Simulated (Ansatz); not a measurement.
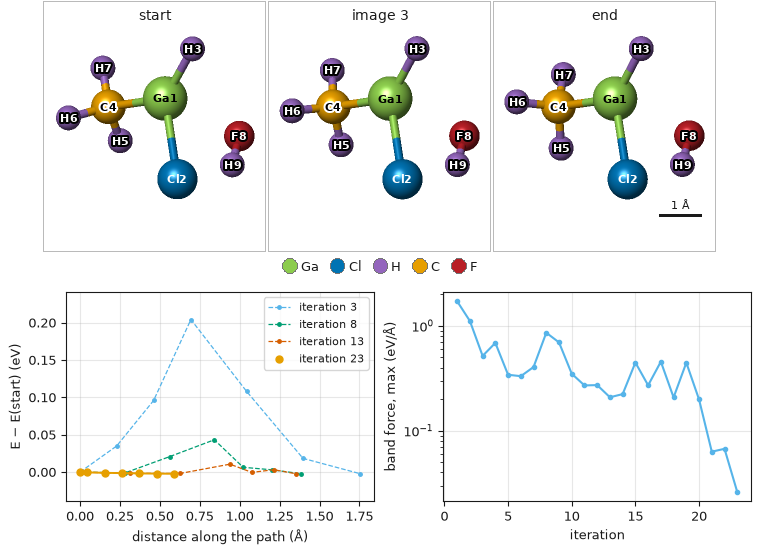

A nudged-elastic-band calculation for CH5ClFGa. Images are numbered from 0 (start) to 6 (end). The plot follows the band through its iterations. The picture is a ball-and-stick view, seen at a tilt.

These are results of RKS PBE-D4/def2-SVP in Ansatz, not measurements. Settings: 5 movable images; climbing image; force threshold 0.05 eV/Å; iteration limit 60; starting path through a guess of the saddle point.

How did the profile develop, and is the result final?

The run is converged, with reservations. The band converged in 23 iterations. The largest component of the band force went from 1.7 to 0.026 eV/Å. The first iteration put the highest image at 0.674 eV. No barrier shows: the energy is highest at the start, and the end lies 0.002 eV below the start.
